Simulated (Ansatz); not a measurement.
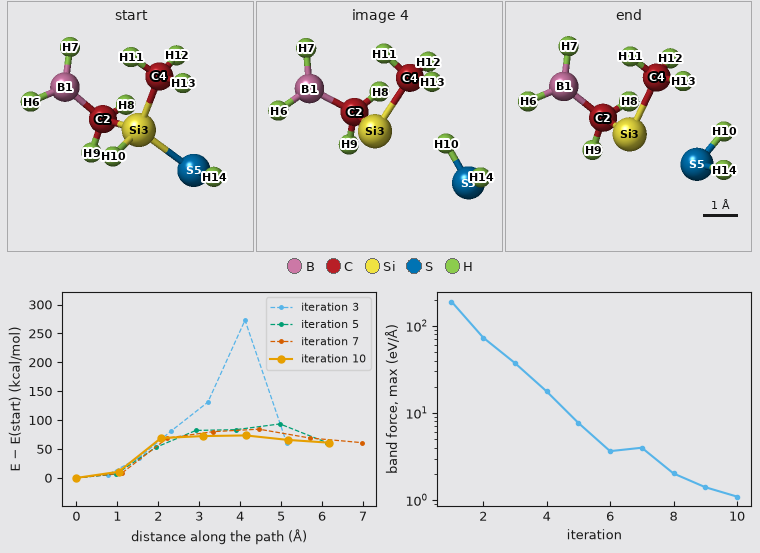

A nudged-elastic-band calculation for C₂H₉BSSi. Images are numbered from 0 (start) to 6 (end). The plot follows the band through its iterations. The picture is a ball-and-stick view, seen at a tilt.

The calculation used RKS r2SCAN-D4/6-31G* (Ansatz). Run with 5 movable images; climbing image; force threshold 0.03 eV/Å; iteration limit 10; starting path through a guess of the saddle point.

Question: Judge this run.

Answer: The result isn't final. The band hadn't converged when the run stopped after 10 iterations. The largest component of the band force went from 190 to 1.1 eV/Å. The barrier read from it is provisional: over the last two iterations the highest image moved from 77.5 kcal/mol to 73.6 kcal/mol. The iteration limit was low. The first iteration put the highest image at 1194.2 kcal/mol. The energy climbs by 73.6 kcal/mol to image 4 and then falls by 12.5 kcal/mol, so the end point sits at +61.1 kcal/mol.
